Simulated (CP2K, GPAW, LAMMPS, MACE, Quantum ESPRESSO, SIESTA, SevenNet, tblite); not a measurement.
## Amorphous Cd8Zn24Te9S23 (64 atoms): runs against a plane-wave reference

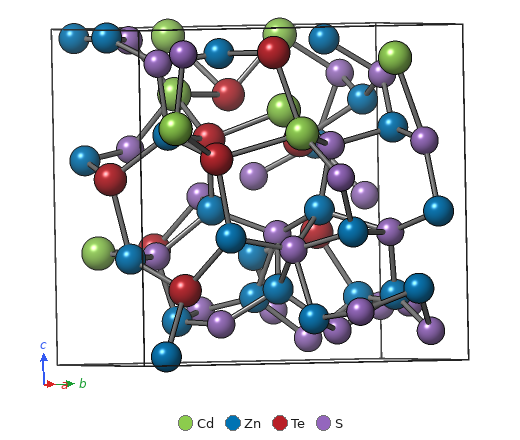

The cell (cadmium green, zinc blue, tellurium red, sulfur purple). Some periodic images of atoms are drawn too.

Density of this cell: 4.60 g/cm³. The cell holds 64 atoms: 8 Cd, 24 Zn, 9 Te and 23 S. Its edges and angles: a = 11.623 Å, b = 11.623 Å, c = 11.623 Å, α = 90.0°, β = 90.0°, γ = 90.0°. 64 atoms (8 Cd, 24 Zn, 9 Te, 23 S) placed at random at 4.61 g/cm³, melted at 2500 K for 10 ps at fixed volume with the Stillinger-Weber II-VI potential (Zhou et al., Phys. Rev. B 88, 085309 (2013)). Quenched from 2500 K to 300 K at 100 K/ps and fixed volume, held 5 ps.

Geometry: as built.

The reference, a calculation:

- method: Kohn-Sham DFT, PBE, SSSP efficiency 1.3.0 pseudopotentials, plane waves (Quantum ESPRESSO 7.5); sssp-pbe-1.3.0-efficiency, cutoffs 60/480 Ry, Γ point
- r.m.s. force component: 0.4539 eV/Å
- longest force: 1.653 eV/Å
- pressure: -0.8867 GPa
- time: 9.5 min on 4 MPI ranks of Arm Neoverse V1, shared host
- CPU time: 38 min

Runs, in no order:
A. CP2K PBE, DZVP-UZH, 800/50 Ry, diagonalisation: Kohn-Sham DFT, PBE, GTH-PBE pseudopotentials, Gaussian and plane waves, DZVP-MOLOPT (UZH set), diagonalisation
B. GPAW PBE, LCAO szp(dzp), h 0.2 Å: Kohn-Sham DFT, PBE, PAW, atomic orbitals (szp(dzp))
C. SIESTA PBEsol, DZP, shift 0.01 Ry, mesh 500 Ry: Kohn-Sham DFT, PBEsol, PseudoDojo 0.4.1 norm-conserving pseudopotentials (converted to PSML), numerical atomic orbitals (DZP), diagonalisation
D. GPAW PBE, grid h 0.18 Å: Kohn-Sham DFT, PBE, PAW, finite differences on a real-space grid
E. QE PBE+D3(BJ), sssp-1.3.0-efficiency, 60/480 Ry: Kohn-Sham DFT, PBE+D3(BJ), SSSP efficiency 1.3.0 pseudopotentials, plane waves

**Question.** Rank the runs by how far their forces lie from the reference's, least first.

E, D, A, B, C.

```csv
run,"Δ force, r.m.s. (meV/Å)",share of r.m.s. force (%),CPU time
"E. QE PBE+D3(BJ), sssp-1.3.0-efficiency, 60/480 Ry",8.74,1.93,39 min
"D. GPAW PBE, grid h 0.18 Å",21.7,4.78,72 min
"A. CP2K PBE, DZVP-UZH, 800/50 Ry, diagonalisation",32.5,7.17,10 min
"B. GPAW PBE, LCAO szp(dzp), h 0.2 Å",69.7,15.4,3.4 min
"C. SIESTA PBEsol, DZP, shift 0.01 Ry, mesh 500 Ry",111,24.5,6.2 min
```

The network of bonds at the start is that of the classical potential that made the cell, and needn't be the one that DFT or experiment would give. The electronic-structure runs sample only Γ, in a cell whose shortest periodic width is 12 Å, which is coarse for a cell with partly filled levels.

[Logs are printed without paths, hosts, clocks, repeated set-up lines and the standing remarks that a program may print on its own settings, such as how far it seeks lower states.]

[Hosts, paths, dates, database ids (printed as entryN), source tags and the programs' standing remarks are cut or masked in the printed files.]
